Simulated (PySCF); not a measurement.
C7H8O2

```
atom    x (Å)    y (Å)    z (Å)
   C   2.5363  -0.0072  -0.3214
   O   1.4435  -0.8653  -0.5970
   C   0.2251  -0.3685  -0.2233
   C  -0.0682  -0.1089   1.2741
   C  -1.0952   0.7225   1.2771
   C  -1.4100   0.9656  -0.2024
   C  -1.9931  -0.3575  -0.7096
   C  -0.9719  -1.1964  -0.7188
   O  -0.1068   0.9188  -0.7655
   H   3.4168  -0.5171  -0.7059
   H   2.4066   0.9522  -0.8271
   H   2.6412   0.1631   0.7547
   H   0.4659  -0.5782   2.0747
   H  -1.6534   1.1443   2.0882
   H  -1.9299   1.8806  -0.4639
   H  -3.0234  -0.5072  -0.9592
   H  -0.8905  -2.2289  -0.9846
```

Geometry: GFN2-xTB.

Level of theory: PBE0/pcSseg-1, SCF density, gas phase, non-relativistic in PySCF 2.14.0.

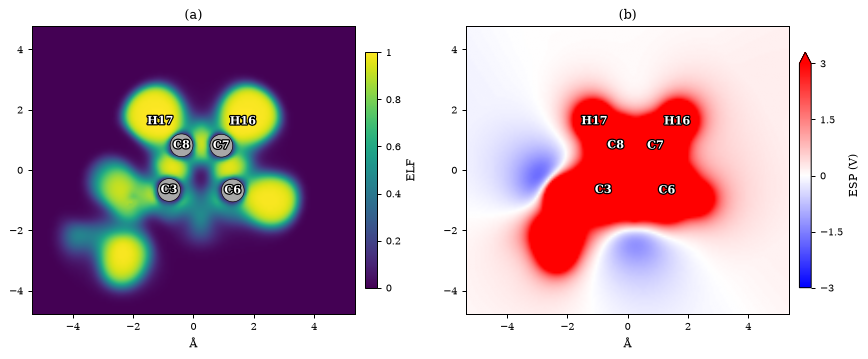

Figure 1. (a) ELF; (b) electrostatic potential on the plane of atoms C6, C7 and H16. Grey discs cover the atomic cores in the ELF map.

Read the bonding off the picture.

Answer. The plane passes through C and H nuclei. C–C (1.32 Å): the ELF peaks at about 0.90 between the atoms: a short, multiple covalent bond. C–H (1.07 Å): the ELF climbs to about 1 towards the hydrogen, as it does in any bond to H: a covalent bond by its length. C–C (1.54 Å): the ELF peaks at about 0.95 between the atoms; a covalent bond. The ELF also peaks beside O2, away from the bonds: lone-pair regions. Outside the dense part of the molecule the potential is most negative (−1.7 V) near O2, which lies off the plane.

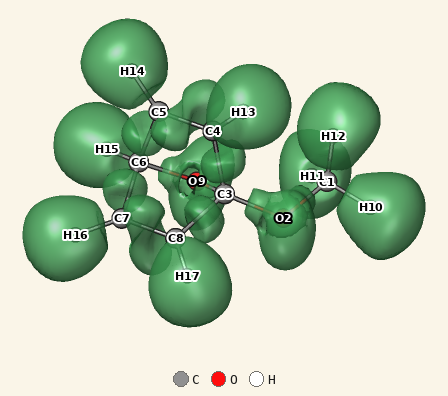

Figure 2. Isosurface of the ELF at 0.75 (green), seen across its widest extent. Only the valence region is drawn (cores and ρ < 0.01 e/Å³ removed).

Identify the bonds, lone pairs and shells in this picture.

Answer. At this value the surface marks out six regions between bonded C–C atoms (shared pairs), eight regions around hydrogen nuclei and two regions on O in which the atom's valence shell and bonds are merged. Along the contacts the grid gives the following. C–O (1.37 Å): the ELF peaks at about 0.90 between the atoms, as expected for a polar covalent bond.

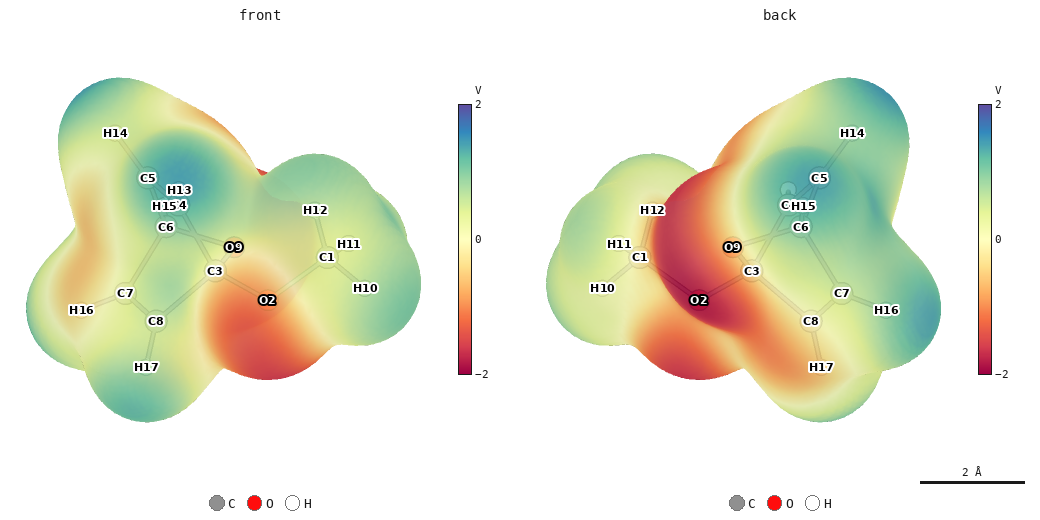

Figure 3. The molecular electrostatic potential painted on the density surface at 0.004 e/bohr³, seen from the front and from behind; the colour scale runs from red (negative) to blue (positive).

Describe the electrostatic potential map.

Answer. The most negative region (about −1.8 V, or −42 kcal/mol for a unit charge) lies over O9, the most positive (about +1.4 V, or +32 kcal/mol for a unit charge) over H13, H14, H15 and H16. O9 is the likeliest acceptor of a hydrogen bond.

How polar is the molecule by this calculation?

Answer. Its dipole moment is 1.67 D.
